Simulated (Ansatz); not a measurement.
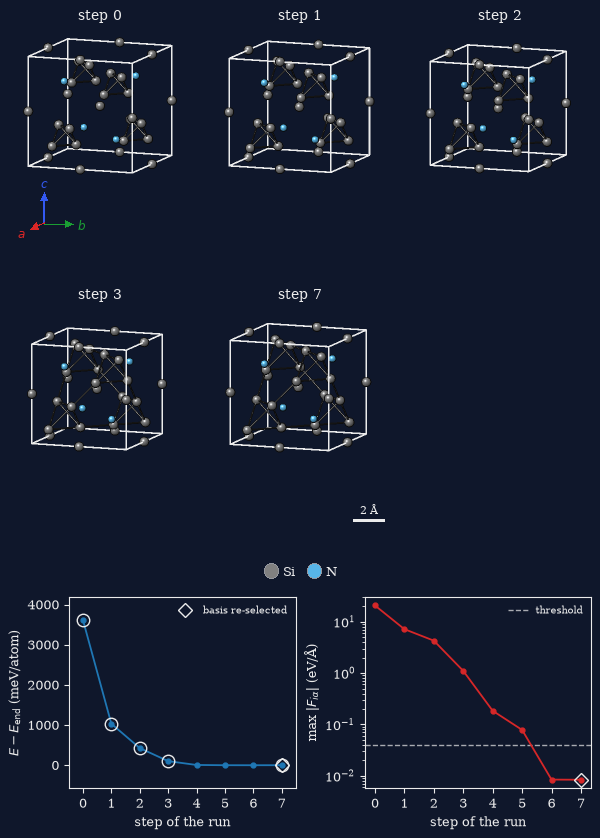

Frames of a relaxation of solid Si$_{5}$N (a generated structure, set up in F-43m) (coarse preliminary run), marked on the history of the run. Style: ball-and-stick. Shown: the conventional cell (4 times the calculation's cell), slightly off an axis. Lengths and directions refer to the drawn axes.

Computed with Ansatz 0.2.0, DFT PBE, scalar-relativistic, plane waves, PAW.

Input file:
```yaml
crystal:
  lattice:
    - [0.0, 3.68814817, 3.68814817]
    - [3.68814817, 0.0, 3.68814817]
    - [3.68814817, 3.68814817, 0.0]
  atoms:
    - { symbol: Si, position: [0.16540643, 0.16540643, 0.16540643] }
    - { symbol: Si, position: [0.16540643, 0.16540643, 0.50378072] }
    - { symbol: Si, position: [0.16540643, 0.50378072, 0.16540643] }
    - { symbol: Si, position: [0.50378072, 0.16540643, 0.16540643] }
    - { symbol: Si, position: [0.5, 0.5, 0.5] }
    - { symbol: "N", position: [0.75, 0.75, 0.75], spin: 1.0 }
basis:
  ecutwfc: 420
kpoints:
  mp_grid: { grid: [4, 4, 4] }
hamiltonian:
  xc: pbe
scf:
  occupations: { method: gaussian, width: 0.1 }
  lower_state_search: "off"
output:
  forces: true
  stress: true
  eigenvalues: true
  populations: true
magnetization:
  spin_polarized: true
relax:
  adjacent_minimum: "off"
  f_tol: 0.04
  max_steps: 70
  cell: { stress_tol: 0.4 }
```

Run as
```bash
ansatz run input.yaml --threads 1 --pin off --max-ram 2560MiB --backend cpu --events-out ev --progress --plain --runs-dir out
```

### Describe the path.

After 6 accepted moves (7 points after the start) the energy has fallen by 3617 meV per atom. The largest force component goes from 21 to 0.0084 eV/Å. The pressure goes from 71.92 to −0.13 GPa. At 1 point the geometry stayed and the basis and grid were re-selected for the new cell (energy shift of 0.9 meV per atom at most each time). The largest moves relative to the cell, 0.50 Å, are those of Si1, Si2, Si3 and Si4. Si1 goes along [−1 1 −1]. N stays in place. The volume changes by −15.0 %, with a = b = c 7.376 → 6.988 Å (−5.3 %). Some distances before and after: Si1–Si2 3.451 → 2.456 Å, Si1–Si2 (another image) 1.765 → 2.485 Å. New bonds form, among them: Si1–Si2 (3.45 → 2.46 Å), Si1–Si3 (3.45 → 2.46 Å), Si1–Si4 (3.45 → 2.46 Å), Si2–Si3 (3.45 → 2.46 Å). The space group stays F-43m (No. 216). The program noted that the starting moments weren't kept. The run may lie on a higher electronic state than the lowest, so the end point isn't shown to be the ground-state structure. From step 0 to 1: Si atoms move most (0.19 Å), volume −6.4 %, energy −2585 meV per atom. From step 1 to 2: Si atoms move most (0.12 Å), volume −9.7 %, energy −605 meV per atom. From step 2 to 3: Si atoms move most (0.15 Å), volume −11.7 %, energy −325 meV per atom. From step 3 to 7: Si atoms move most (0.04 Å), volume +14.0 %, energy −101 meV per atom.
